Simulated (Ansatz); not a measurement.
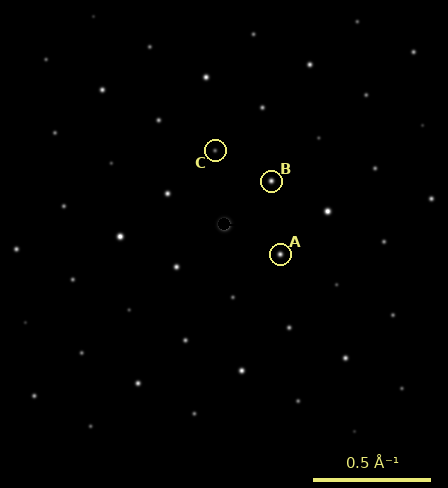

Kinematic zone-axis pattern, calculated for 300 keV electrons with B = 0.5 Å². The zone axis points towards the electron source and the pattern is seen from the source side.

SnGe2, space group Fm-3m (No. 225), a = 6.30 Å. Structure: the geometry relaxed (final pressure about 12 GPa) with DFT LDA, scalar-relativistic, plane waves, PAW (Ansatz 0.2.0); the starting structure was generated, so it need not be a known form of this composition.

Spot A is indexed -1 1 -1 and spot B -1 1 1.

### Index the other marked spot.

C = −A + B = 0 0 2 (d = 3.149 Å).

### Which zone axis is this?

The cross product of A and B is parallel to [110]; every spot obeys hu + kv + lw = 0.

### What are the spacings of A and B and the angle between them?

d(A) = 3.636 Å, d(B) = 3.636 Å, and the angle is 70.5°.
